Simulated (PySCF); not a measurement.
**Germanium: the same states on changed settings**

These states were run before on sound settings. What differs here: radial step 1.2 in ln r (0.13 in the sound run), unsound on purpose. What does it move?

Method: unrestricted determinants in a Gaussian basis, no spin-orbit coupling in the energies. Code: PySCF 2.14.0.

### 1 Starting point

* Element: germanium (Z = 32)
* Basis: def2-SVP (5s4p3d, 32 functions)
* Hamiltonian: the non-relativistic Hamiltonian (point nucleus)
* State 1: Ge: [Ar] 3d10 4s2 4p2, high-spin 3P determinant
* State 2: Ge⁺: [Ar] 3d10 4s2 4p1, 2P determinant
* Methods: TPSS, BP86

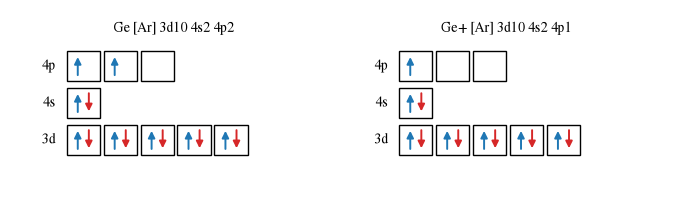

Occupation of the outer shells (arrows by Hund's rule).

The sound run (def2-SVP, no relativity, point nucleus, symmetry-adapted start, fine grid, valence correlation) gave:

```
species             method  energy (hartree)
     Ge                UHF       -2075.05805
     Ge               TPSS       -2076.62856
     Ge               BP86       -2076.92052
     Ge      MP2 (valence)       -2075.09904
     Ge  CCSD(T) (valence)       -2075.11581
    Ge⁺                UHF       -2074.78435
    Ge⁺               TPSS       -2076.33701
    Ge⁺               BP86       -2076.62580
    Ge⁺      MP2 (valence)       -2074.81662
    Ge⁺  CCSD(T) (valence)       -2074.83246
```

The runs were made by one driver on top of PySCF. The scripts below sum up each run's settings (the driver also hands on starting orbitals that pick excited configurations, and frozen orbitals as a list rather than a count), and the logs come from the driver's own runs. The driver starts from symmetry-adapted Hartree-Fock orbitals, holds the occupation by maximum overlap and uses a logarithmic radial grid for functionals, so a plain start would take other cycles.

The driver's launch:

```bash
OMP_NUM_THREADS=1 python atomrun2.py TASK.json OUT
```

The integrals over 32 functions and the set-up took 0.04 s of CPU time.

The grid is set inside the driver, so the scripts do not show it: radial step 1.2 in ln r (0.13 in the sound run).

### 2 Changed run, Ge, method by method

#### TPSS

Contents of input.py:

```python
from pyscf import gto, scf, dft, mp, cc
import basis_set_exchange as bse
mol = gto.M(atom="Ge 0 0 0", charge=0, spin=2, symmetry="D2h",
            basis=gto.basis.parse(bse.get_basis("def2-SVP", elements=["Ge"], fmt="nwchem", header=False)))
mf = dft.UKS(mol, xc="TPSS")
mf.irrep_nelec = {'Ag': (6, 6), 'B1g': (1, 1), 'B2g': (1, 1), 'B3g': (1, 1), 'B1u': (3, 2), 'B2u': (3, 2), 'B3u': (2, 2)}
mf.kernel()
```

The program printed:

```text
damping factor = 0
level_shift factor = 0
DIIS = <class 'pyscf.scf.diis.CDIIS'>
diis_start_cycle = 1
diis_space = 10
diis_damp = 0
SCF conv_tol = 1e-09
SCF conv_tol_grad = None
number electrons alpha = 17  beta = 15
XC functionals = TPSS
    J. Tao, J. P. Perdew, V. N. Staroverov, and G. E. Scuseria.,  Phys. Rev. Lett. 91, 146401 (2003)
    J. P. Perdew, J. Tao, V. N. Staroverov, and G. E. Scuseria.,  J. Chem. Phys. 120, 6898 (2004)
    J. Tao, J. P. Perdew, V. N. Staroverov, and G. E. Scuseria.,  Phys. Rev. Lett. 91, 146401 (2003)
    J. P. Perdew, J. Tao, V. N. Staroverov, and G. E. Scuseria.,  J. Chem. Phys. 120, 6898 (2004)
cycle= 1 E= -2063.89802764403  delta_E= -0.0742  |g|= 2.21  |ddm|= 3.15
cycle= 2 E= -2063.93119572313  delta_E= -0.0332  |g|= 1.99  |ddm|= 2.29
cycle= 3 E= -2064.56467242049  delta_E= -0.633  |g|= 0.0532  |ddm|= 1.05
cycle= 4 E= -2064.56507878423  delta_E= -0.000406  |g|= 0.00503  |ddm|= 0.0298
cycle= 5 E= -2064.56509272203  delta_E= -1.39e-05  |g|= 0.000401  |ddm|= 0.0128
cycle= 6 E= -2064.56509293618  delta_E= -2.14e-07  |g|= 5e-05  |ddm|= 0.00124
cycle= 7 E= -2064.56509293846  delta_E= -2.28e-09  |g|= 3.23e-06  |ddm|= 0.000101
cycle= 8 E= -2064.56509293848  delta_E= -1.23e-11  |g|= 1.1e-07  |ddm|= 8.07e-06
converged SCF energy = -2064.56509293848  <S^2> = 2.0126511  2S+1 = 3.0084223
```

It took 0.14 s on 1 thread of Neoverse-V1, shared host, the integrals not counted.

The occupied shells:

```
shell  electrons  mean orbital energy (eV)  spread (eV)  rms radius (bohr)
 1s α          1                  -10850.7            0             0.0554
 1s β          1                  -10850.7            0             0.0554
 2s β          1                   -1345.4            0              0.235
 2s α          1                   -1345.4            0              0.235
 2p α          3                   -1205.9        0.061              0.207
 2p β          3                   -1205.8        0.078              0.207
 3s β          1                   -153.68            0              0.745
 3s α          1                   -153.67            0              0.745
 3p α          3                   -114.78        0.259              0.749
 3p β          3                   -114.78        0.256              0.749
 3d α          5                   -44.598        0.278              0.836
 3d β          5                   -44.593        0.276              0.836
 4s α          1                   -13.709            0               3.07
 4s β          1                   -11.770            0               3.07
 4p α          2                    -8.980            0               3.58
```

⟨S²⟩ = 2.013, ⟨L²⟩ = 2.03.

#### BP86

Changes to input.py:

```diff
@@ -4,3 +4,3 @@
             basis=gto.basis.parse(bse.get_basis("def2-SVP", elements=["Ge"], fmt="nwchem", header=False)))
-mf = dft.UKS(mol, xc="TPSS")
+mf = dft.UKS(mol, xc="B88,P86")
 mf.irrep_nelec = {'Ag': (6, 6), 'B1g': (1, 1), 'B2g': (1, 1), 'B3g': (1, 1), 'B1u': (3, 2), 'B2u': (3, 2), 'B3u': (2, 2)}
```

The program printed:

```text
damping factor = 0
level_shift factor = 0
DIIS = <class 'pyscf.scf.diis.CDIIS'>
diis_start_cycle = 1
diis_space = 10
diis_damp = 0
SCF conv_tol = 1e-09
SCF conv_tol_grad = None
number electrons alpha = 17  beta = 15
XC functionals = B88,P86
    A. D. Becke.,  Phys. Rev. A 38, 3098 (1988)
    J. P. Perdew.,  Phys. Rev. B 33, 8822 (1986)
cycle= 1 E= -2064.55071314343  delta_E= -0.0359  |g|= 2.15  |ddm|= 3.05
cycle= 2 E= -2064.55607703919  delta_E= -0.00536  |g|= 1.98  |ddm|= 2.35
cycle= 3 E= -2065.19841080035  delta_E= -0.642  |g|= 0.0551  |ddm|= 1.13
cycle= 4 E= -2065.1988088374  delta_E= -0.000398  |g|= 0.00442  |ddm|= 0.0159
cycle= 5 E= -2065.19881935269  delta_E= -1.05e-05  |g|= 0.000269  |ddm|= 0.0112
cycle= 6 E= -2065.19881938419  delta_E= -3.15e-08  |g|= 2.54e-05  |ddm|= 0.000368
cycle= 7 E= -2065.19881938487  delta_E= -6.78e-10  |g|= 6.2e-07  |ddm|= 5.97e-05
converged SCF energy = -2065.19881938487  <S^2> = 2.0082415  2S+1 = 3.0054893
```

Time after the integrals: 0.08 s (1 thread of Neoverse-V1, shared host).

### 3 Changed run, Ge⁺

#### TPSS

Contents of input.py:

```python
from pyscf import gto, scf, dft, mp, cc
import basis_set_exchange as bse
mol = gto.M(atom="Ge 0 0 0", charge=1, spin=1, symmetry="D2h",
            basis=gto.basis.parse(bse.get_basis("def2-SVP", elements=["Ge"], fmt="nwchem", header=False)))
mf = dft.UKS(mol, xc="TPSS")
mf.irrep_nelec = {'Ag': (6, 6), 'B1g': (1, 1), 'B2g': (1, 1), 'B3g': (1, 1), 'B1u': (2, 2), 'B2u': (3, 2), 'B3u': (2, 2)}
mf.kernel()
```

The program printed:

```text
damping factor = 0
level_shift factor = 0
DIIS = <class 'pyscf.scf.diis.CDIIS'>
diis_start_cycle = 1
diis_space = 10
diis_damp = 0
SCF conv_tol = 1e-09
SCF conv_tol_grad = None
number electrons alpha = 16  beta = 15
XC functionals = TPSS
    J. Tao, J. P. Perdew, V. N. Staroverov, and G. E. Scuseria.,  Phys. Rev. Lett. 91, 146401 (2003)
    J. P. Perdew, J. Tao, V. N. Staroverov, and G. E. Scuseria.,  J. Chem. Phys. 120, 6898 (2004)
    J. Tao, J. P. Perdew, V. N. Staroverov, and G. E. Scuseria.,  Phys. Rev. Lett. 91, 146401 (2003)
    J. P. Perdew, J. Tao, V. N. Staroverov, and G. E. Scuseria.,  J. Chem. Phys. 120, 6898 (2004)
cycle= 1 E= -2063.54197202324  delta_E= -0.0539  |g|= 2.15  |ddm|= 2.84
cycle= 2 E= -2063.57489502263  delta_E= -0.0329  |g|= 1.93  |ddm|= 1.79
cycle= 3 E= -2064.14421194194  delta_E= -0.569  |g|= 0.0451  |ddm|= 0.859
cycle= 4 E= -2064.14451182468  delta_E= -0.0003  |g|= 0.00307  |ddm|= 0.0217
cycle= 5 E= -2064.14451481731  delta_E= -2.99e-06  |g|= 0.000177  |ddm|= 0.0054
cycle= 6 E= -2064.14451484158  delta_E= -2.43e-08  |g|= 1.13e-05  |ddm|= 0.000437
cycle= 7 E= -2064.14451484174  delta_E= -1.52e-10  |g|= 1.16e-06  |ddm|= 3.18e-05
converged SCF energy = -2064.14451484174  <S^2> = 0.75976507  2S+1 = 2.0097413
```

Time after the integrals: 0.13 s (1 thread of Neoverse-V1, shared host).

The occupied shells:

```
shell  electrons  mean orbital energy (eV)  spread (eV)  rms radius (bohr)
 1s α          1                  -10858.2            0             0.0554
 1s β          1                  -10858.2            0             0.0554
 2s β          1                   -1353.0            0              0.235
 2s α          1                   -1353.0            0              0.235
 2p α          3                   -1213.4        0.066              0.207
 2p β          3                   -1213.4        0.086              0.207
 3s β          1                   -161.30            0              0.745
 3s α          1                   -161.30            0              0.745
 3p β          3                   -122.41        0.274              0.749
 3p α          3                   -122.41        0.276              0.749
 3d α          5                   -52.226        0.296              0.837
 3d β          5                   -52.225        0.294              0.837
 4s α          1                   -19.620            0               2.89
 4s β          1                   -18.589            0               2.89
 4p α          1                   -15.028            0               3.53
```

⟨S²⟩ = 0.760, ⟨L²⟩ = 2.02.

#### BP86

Changes to input.py:

```diff
@@ -4,3 +4,3 @@
             basis=gto.basis.parse(bse.get_basis("def2-SVP", elements=["Ge"], fmt="nwchem", header=False)))
-mf = dft.UKS(mol, xc="TPSS")
+mf = dft.UKS(mol, xc="B88,P86")
 mf.irrep_nelec = {'Ag': (6, 6), 'B1g': (1, 1), 'B2g': (1, 1), 'B3g': (1, 1), 'B1u': (2, 2), 'B2u': (3, 2), 'B3u': (2, 2)}
```

The program printed:

```text
damping factor = 0
level_shift factor = 0
DIIS = <class 'pyscf.scf.diis.CDIIS'>
diis_start_cycle = 1
diis_space = 10
diis_damp = 0
SCF conv_tol = 1e-09
SCF conv_tol_grad = None
number electrons alpha = 16  beta = 15
XC functionals = B88,P86
    A. D. Becke.,  Phys. Rev. A 38, 3098 (1988)
    J. P. Perdew.,  Phys. Rev. B 33, 8822 (1986)
cycle= 1 E= -2064.1973769418  delta_E= -0.0255  |g|=  2.1  |ddm|= 2.79
cycle= 2 E= -2064.21040310502  delta_E= -0.013  |g|= 1.92  |ddm|= 1.91
cycle= 3 E= -2064.78836529341  delta_E= -0.578  |g|= 0.0475  |ddm|= 0.953
cycle= 4 E= -2064.78866764674  delta_E= -0.000302  |g|= 0.00424  |ddm|= 0.0204
cycle= 5 E= -2064.78867498041  delta_E= -7.33e-06  |g|= 0.000174  |ddm|= 0.00902
cycle= 6 E= -2064.78867499631  delta_E= -1.59e-08  |g|= 1.82e-05  |ddm|= 0.000257
cycle= 7 E= -2064.78867499659  delta_E= -2.8e-10  |g|= 5.41e-07  |ddm|= 3.66e-05
converged SCF energy = -2064.78867499659  <S^2> = 0.75616524  2S+1 = 2.0061558
```

Time after the integrals: 0.08 s (1 thread of Neoverse-V1, shared host).

### 4 What moved

```
species  method  converged  energy less sound run (eV)
     Ge    TPSS        yes                   +328.2635
     Ge    BP86        yes                   +318.9637
    Ge⁺    TPSS        yes                   +331.7748
    Ge⁺    BP86        yes                   +322.1046
```

Ionisation energy of Ge:

```
method  sound run (eV)  changed run (eV)  shift (eV)
   UHF           7.448             7.448      +0.000
  TPSS           7.933            11.445      +3.511
  BP86           8.020            11.161      +3.141
```

### 5 What came out

| quantity | value |
| --- | --- |
| change | radial step 1.2 in ln r (0.13 in the sound run) |
| runs converged | 4 of 4 |
| largest shift of a converged total energy | 332 eV |
| largest shift of the ionisation energy | +3.511 eV (TPSS) |

**Reading.** The ionisation energy moves by up to 3.51 eV, at TPSS. A coarse radial grid mis-integrates the density and the exchange-correlation energy, with errors of either sign; Hartree-Fock needs no grid. The setting is unsound on purpose, so these numbers are no properties of the atom.
